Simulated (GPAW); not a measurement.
# Surface energy and work function of Ca(100) from slabs of 4 to 14 layers (RPBE)

How do energy and work function of Ca(100) films settle with thickness, and what surface energy follows?

Set-up. GPAW 26.7.0, plane waves at 450 eV with PAW setups; symmetric 1×1 slabs cut at the tabulated lattice constant (two decimals; low-temperature values for the alkali metals), atoms at bulk places, 7.5 Å of vacuum on each side, one in-plane mesh for all thicknesses, Fermi-Dirac smearing of 0.1 eV. Energies are extrapolated to zero smearing and count from the program's reference atoms. Functional RPBE. The cell's area is 15.568 Å².

The runs, one held back:

```
layers  energy (eV)  work function (eV)
     4      −6.5762                2.71
     5      −8.4208                2.71
     6     −10.2681                2.71
     7     −12.1124                2.71
     8     −13.9567                2.71
     9     −15.8034                2.71
    10     −17.6486                2.71
    11     −19.4938                2.71
    12     −21.3387                2.71
    14            ?                   ?
```

To predict: What surface energy do these runs give, and what energy and work function should the 14-layer slab have?

**Working.** A slab of n layers has E(n) = nε + 2Aγ once its middle is bulk-like. A line through n = 6 to 12 has the slope ε = −1.8452 eV a layer and the intercept 2Aγ = 0.8040 eV (r.m.s. residual 0.6 meV). So γ = 0.8040 / (2 × 15.568 Å²) = 0.0258 eV/Å² = 0.41 J/m², with a standard error of under 0.01 J/m² from the scatter about the line. For 14 layers: 0.8040 + 14 × (−1.8452) = −25.029 eV; the run gives −25.029 eV, 0.1 meV under the line. The work function has no such law: from 6 to 12 layers it stays at 2.71 eV, and the 14-layer slab gives 2.71 eV. The thinnest slab, 4 layers, lies 0.00 eV from that mean.

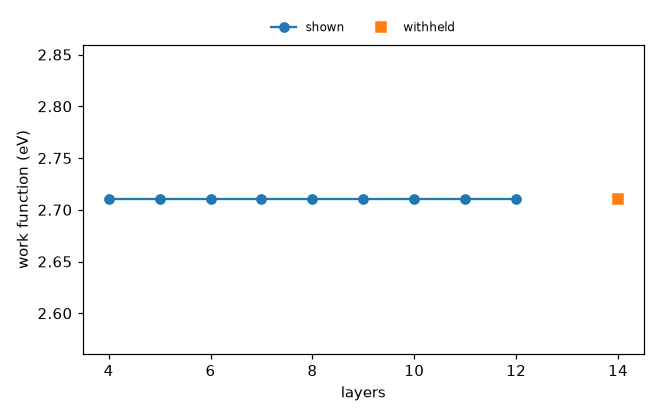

Work function against thickness.

**Limits.** The surfaces are unrelaxed, so γ is an upper bound for this functional and lattice constant. The tabulated lattice constant isn't the functional's own, which strains the slab a little.

[Logs are printed without paths, hosts, clocks, repeated set-up lines and the standing remarks that a program may print on its own settings, such as how far it seeks lower states.]
